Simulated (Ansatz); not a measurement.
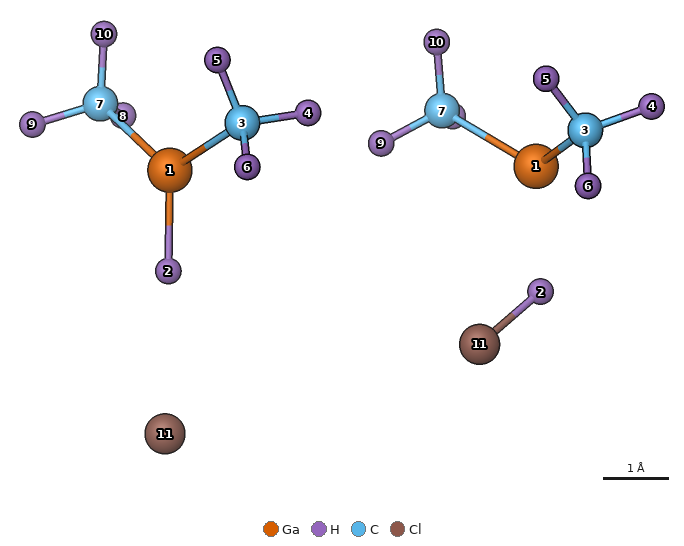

Two geometries of C2H7ClGa (multiplicity 2), drawn at one scale. One is the start of a relaxation, the other its converged end. A ball-and-stick model, seen from a free direction.

All numbers below come from UKS PBE/def2-SVP (Ansatz). Settings: collinear spin; force threshold 0.03 eV/Å; at most 50 steps.

### Which of the two is the end point?

The right one is the relaxed one. The run prepares an end point of a later path (reaction) calculation, from a guessed geometry. The atom that moves furthest after the best rigid fit is Cl11 (1.55 Å). By element the largest moves are Cl 1.55 Å, H 0.69 Å, Ga 0.49 Å, C 0.12 Å. Near-neighbour distances that change, for instance: Ga1–Cl11 4.135 → 2.947 Å, H2–Cl11 2.553 → 1.428 Å, Ga1–H2 1.583 → 1.972 Å, Ga1–C3 1.978 → 1.994 Å. New bonds form, among them: H2–Cl11 (2.55 → 1.43 Å). Among the angles between lasting bonds that change: Ga1–C3–H6 112.2° → 109.8°. Groups turn about Ga1–C7 by about 25°. Over 20 accepted moves (22 points after the start) the energy falls by 0.922 eV. The largest force component goes from 0.92 to 0.015 eV/Å. The line search rejected the trial steps at points 12, 21 of the run. The forces were under the threshold at step 10, but the run went on from there. The run took 45 s on 4 threads of Arm Neoverse V1, with other jobs on the host, peak memory 0.22 GiB.

Limits of the set-up: the start holds two separate molecules, 2.6 Å apart at their closest, whose relative position is a soft coordinate and is computed without a dispersion correction.
